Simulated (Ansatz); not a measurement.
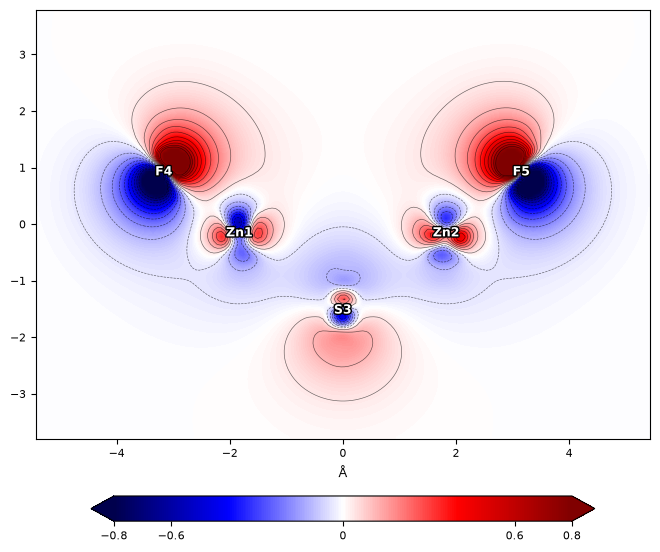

Figure. F2SZn2 (charge +1, doublet). The HOMO (α) on the molecular plane (values in Å⁻³ᐟ²; the overall sign is arbitrary).

Geometry: PBE0-D4/def2-SVP.

These are results of Ansatz, UKS PBE0-D4/def2-TZVP, not measurements.

Input file:

```
crystal:
  periodic: [false, false, false]
  atoms:
    - {symbol: Zn, position_ang: [1.263136, -1.300041, -0.280902]}
    - {symbol: Zn, position_ang: [-1.304153, 1.289409, -0.033823]}
    - {symbol: S, position_ang: [-0.196755, -0.051003, -1.509845]}
    - {symbol: F, position_ang: [2.339096, -2.208582, 0.698614]}
    - {symbol: F, position_ang: [-2.101334, 2.270217, 1.125965]}
basis:
  gaussian: {orbitals: def2-TZVP, initial_orbitals: start.molden}
total_charge: 1
magnetization: {spin_polarized: true, initial_magnetization: 1}
hamiltonian: {xc: pbe0, dispersion: d4}
scf: {omitted_lower_state_checks: [starts]}
output: {orbitals: {seedname: orbitals}}
```

Command:

```sh
ansatz run in.yaml --threads 4 --pin off --events-out ev --progress --plain --max-ram 3916MiB
```

### Describe this orbital and give its energy.

By Hirshfeld shares it lies mainly on F4 (about 40 %) and F5 (about 40 %); it is symmetric in the molecular plane (an in-plane orbital: σ, lone-pair or in-plane π type); largely a combination of lone pairs on F4 and F5. Its energy is −15.11 eV.
